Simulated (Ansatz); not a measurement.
## Run report: SiNH₆ClOF₂, frequency calculation

The run: frequency calculation of SiNH₆ClOF₂. Method and program: RKS PBE0/6-31G* (Ansatz 0.2.0).

It belongs to a series of runs on one base structure; here: vibrations at the highest image of the band. Figures and captions count atoms from 1; the log counts them from 0 in places.

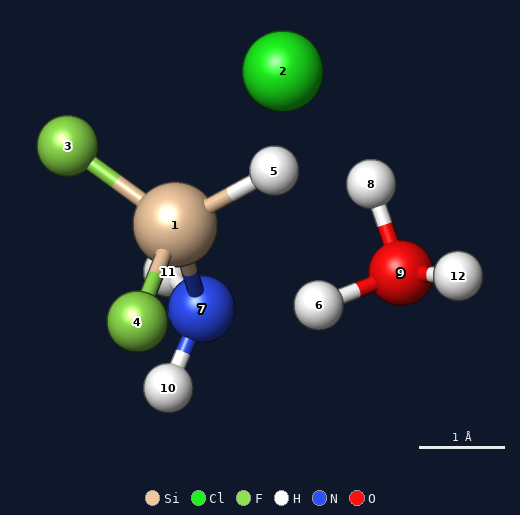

*The structure as given in the input (ball-and-stick view, seen at a tilt; atoms are numbered from 1 in the order of the input).*

Bond lengths as drawn: F–Si 1.59 to 1.61 Å, H–N 1.02 Å, H–O 0.97 to 1.12 Å, H–Si 1.46 Å and N–Si 1.78 Å.

### Summary

```csv
quantity,value
outcome,converged
total energy,−29455.3329 eV
mean-field energy,−29455.3329 eV
largest force (length of the vector),0.007 eV/Å
hardware,"2 threads of AMD EPYC (Zen 3), 16 GiB of memory available, shared host"
wall time,2.1 min (CPU time 4.1 min)
peak memory,0.28 GiB
```

### The input
```yaml
crystal:
  periodic: [false, false, false]
  atoms:
    - { symbol: Si, position_ang: [-0.948348, 0.74907, -0.812688] }
    - { symbol: Cl, position_ang: [2.050187, 0.575424, -0.818504] }
    - { symbol: F, position_ang: [-0.804682, 0.793579, -2.393829] }
    - { symbol: F, position_ang: [-2.530491, 0.763495, -0.522506] }
    - { symbol: H, position_ang: [-0.402811, 1.898785, -0.090722] }
    - { symbol: H, position_ang: [0.323697, -0.71766, 0.985328] }
    - { symbol: "N", position_ang: [-0.53688, -0.8538, -0.148249] }
    - { symbol: H, position_ang: [1.792625, -0.065526, 0.7439] }
    - { symbol: O, position_ang: [1.249395, -0.536417, 1.58882] }
    - { symbol: H, position_ang: [-1.37236, -1.417568, 0.004991] }
    - { symbol: H, position_ang: [0.09385, -1.353034, -0.777508] }
    - { symbol: H, position_ang: [1.085821, 0.163751, 2.240967] }
basis:
  gaussian: { orbitals: "6-31G*" }
hamiltonian:
  xc: pbe0
phonons: {}
```

Launch command:
```bash
ansatz run input.yaml --threads 2 --pin off --max-ram 3072MiB --backend cpu --events-out ev --progress --plain --runs-dir out
```

### Output
```
Engine: ansatz 0.2.0, x86_64-unknown-linux-gnu
Functional definition: PBE0
  parameter a = 0.25
  parameter kappa = 0.804
  parameter beta = 0.06672455060314922
  exchange = (1 - a)*pbe_x(kappa = kappa, mu = beta*pi^2/3) + a*exact_x
  correlation = pbe_c(beta = beta)
1132 factors; integrals over basis functions are off by at most 4.3e-4 eV
mean field evaluation 1: about -29448.5990 eV, gradient 6.3e1 eV
mean field evaluation 2: about -29445.3503 eV, gradient 7.7e1 eV
mean field evaluation 4: about -29455.2992 eV, gradient 1.7e0 eV
mean field evaluation 8: about -29455.3328 eV, gradient 1.4e-1 eV
mean field evaluation 16: about -29455.3329 eV, gradient 4.8e-5 eV
mean field -29455.33286624 eV, -1082.4635172928 hartree, gradient 4.8e-5 eV, S^2 0.000000; 0 other end points of the search recorded, 0 dependent functions left out
the calculation of the forces begins
reference -29455.33289346 eV, -1082.4635182931 hartree; 35, 35 occupied and 75, 75 virtual orbitals, 1132 factors
these checks for a lower state are left out or cut short: stability, starts, cluster_reference, orbital_swaps, neighbouring_geometries, increment
1132 factors; integrals over basis functions are off by at most 4.3e-4 eV
mean field -29455.33272205 eV, -1082.4635119936 hartree, gradient 2.7e-6 eV, S^2 0.000000; 0 other end points of the search recorded, 0 dependent functions left out
[... from here on the field's lines of each further geometry are left out, up to the last ...]
the calculation of the forces begins
reference -29455.33281530 eV, -1082.4635154206 hartree; 35, 35 occupied and 75, 75 virtual orbitals, 1132 factors
these checks for a lower state are left out or cut short: stability, starts, cluster_reference, orbital_swaps, neighbouring_geometries, increment
1132 factors; integrals over basis functions are off by at most 4.3e-4 eV
mean field evaluation 448: about -29455.3328 eV, gradient 1.3e-6 eV
mean field -29455.33278903 eV, -1082.4635144552 hartree, gradient 1.3e-6 eV, S^2 0.000000; 0 other end points of the search recorded, 0 dependent functions left out
the calculation of the forces begins
reference -29455.33281624 eV, -1082.4635154552 hartree; 35, 35 occupied and 75, 75 virtual orbitals, 1132 factors
WARN: phonons: modes at or below zero, which the zero-point energy, F, S and C_V leave out: 1, the lowest at -505.37 cm⁻¹. A minimum has none, and a first-order saddle one
Total energy: -29455.33289346 eV, -1082.4635182931 hartree
Atom 0 at    -0.948348     0.749070    -0.812688 Å, force    -0.005633     0.003615    -0.000130 eV/Å
Atom 1 at     2.050187     0.575424    -0.818504 Å, force    -0.000134     0.000090    -0.000322 eV/Å
Atom 2 at    -0.804682     0.793579    -2.393829 Å, force     0.001602    -0.001976     0.000249 eV/Å
Atom 3 at    -2.530491     0.763495    -0.522506 Å, force     0.003987     0.000386     0.000481 eV/Å
Atom 4 at    -0.402811     1.898785    -0.090722 Å, force    -0.001085     0.000160    -0.000403 eV/Å
Atom 5 at     0.323697    -0.717660     0.985328 Å, force    -0.003722    -0.000107    -0.002649 eV/Å
Atom 6 at    -0.536880    -0.853800    -0.148249 Å, force     0.001803    -0.000121     0.002582 eV/Å
Atom 7 at     1.792625    -0.065526     0.743900 Å, force    -0.000447    -0.001230     0.001297 eV/Å
Atom 8 at     1.249395    -0.536417     1.588820 Å, force     0.003716    -0.000621     0.000116 eV/Å
Atom 9 at    -1.372360    -1.417568     0.004991 Å, force     0.000156    -0.001053    -0.000627 eV/Å
Atom 10 at     0.093850    -1.353034    -0.777508 Å, force     0.000320     0.000348    -0.000342 eV/Å
Atom 11 at     1.085821     0.163751     2.240967 Å, force    -0.000564     0.000508    -0.000250 eV/Å
Dipole moment:    -0.661255    -0.472168     0.924033 e Å
Vibrations: -505.37 68.65 82.11 123.14 174.28 261.45 287.93 380.03 410.58 476.97 492.17 657.83 667.45 772.50 815.23 878.00 886.14 953.97 967.33 1059.05 1267.55 1473.61 1602.63 1631.71 1786.76 2059.53 2414.46 3503.70 3600.36 3801.45 cm⁻¹, zero-point energy 2.080244 eV
```

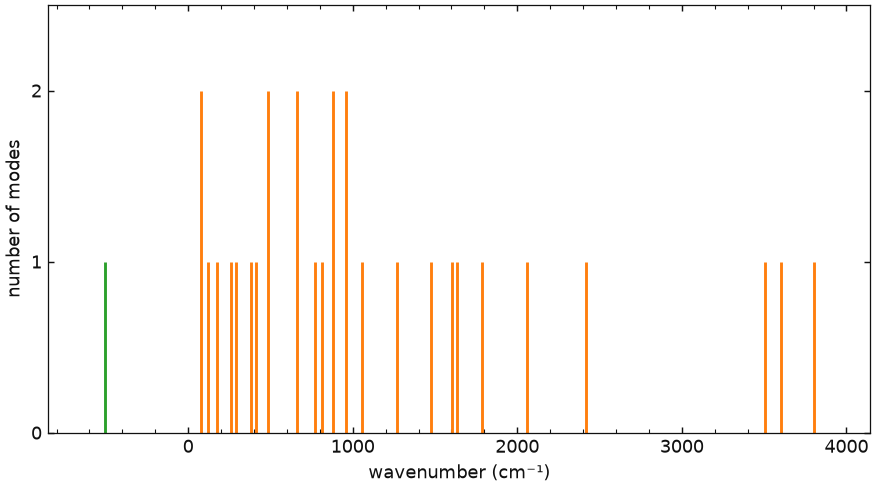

*Harmonic vibrational wavenumbers from the force constants; neighbouring modes closer than 20 cm⁻¹ are counted in one stick, and imaginary ones are drawn at negative wavenumbers.*

30 modes from 505i to 3801 cm⁻¹, 1 imaginary beyond 8i (505i cm⁻¹): a first-order saddle point, if the geometry is stationary.
